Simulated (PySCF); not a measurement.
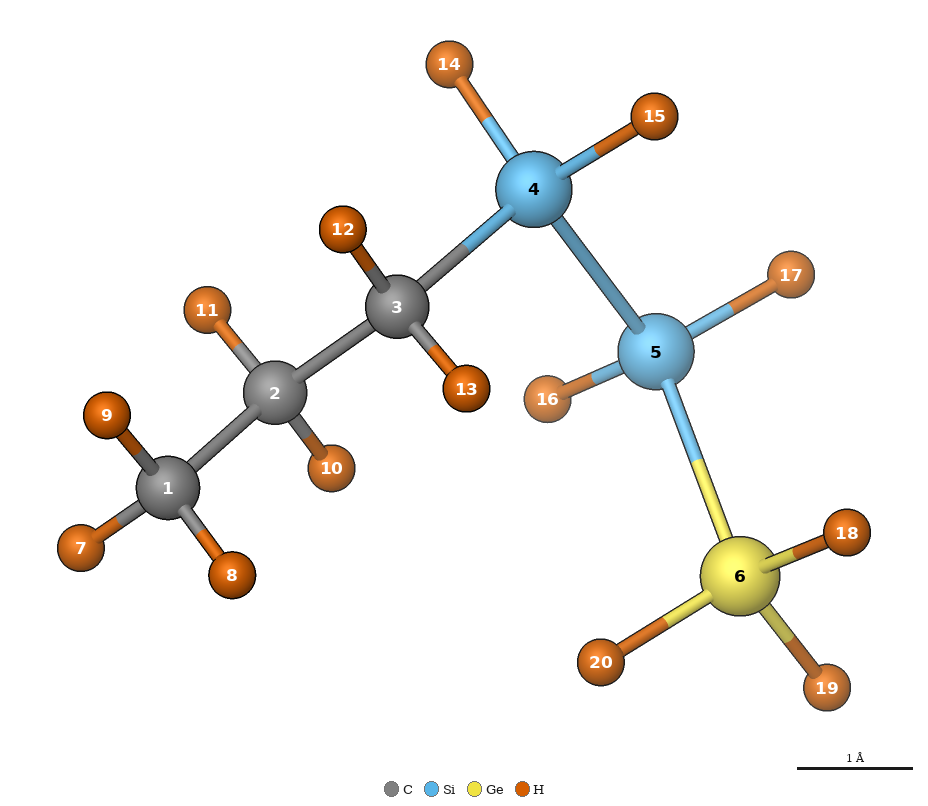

Orthographic view. Atoms fade into the background with distance from the viewer. The computed structure is the end point of a PBE0-D3(BJ)/def2-SVP optimisation. No frequency run is at hand to confirm it as a minimum.

Write the connection table.

C1: C2, H7, H8, H9
C2: C1, C3, H10, H11
C3: C2, Si4, H12, H13
Si4: C3, Si5, H14, H15
Si5: Si4, Ge6, H16, H17
Ge6: Si5, H18, H19, H20
(terminal hydrogens appear only as neighbours)
